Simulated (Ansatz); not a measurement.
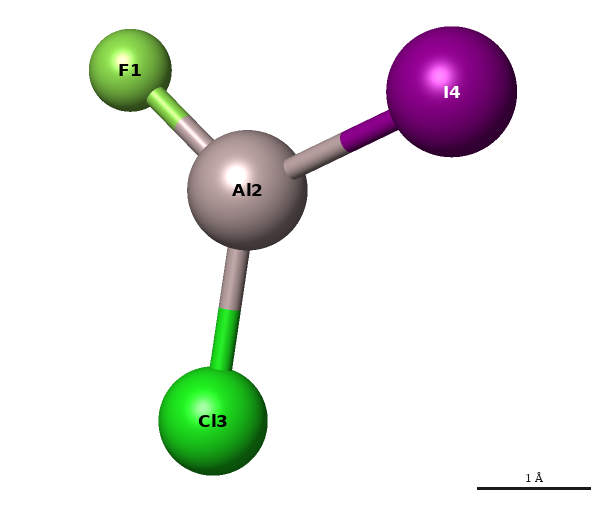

The computed structure is the end point of a PBE-D4/def2-SVP optimisation. No frequency run is at hand to confirm it as a minimum.

List the bonds and their lengths.

| bond | length (Å) |
| --- | --- |
| F1–Al2 | 1.669 |
| Al2–Cl3 | 2.092 |
| Al2–I4 | 2.450 |
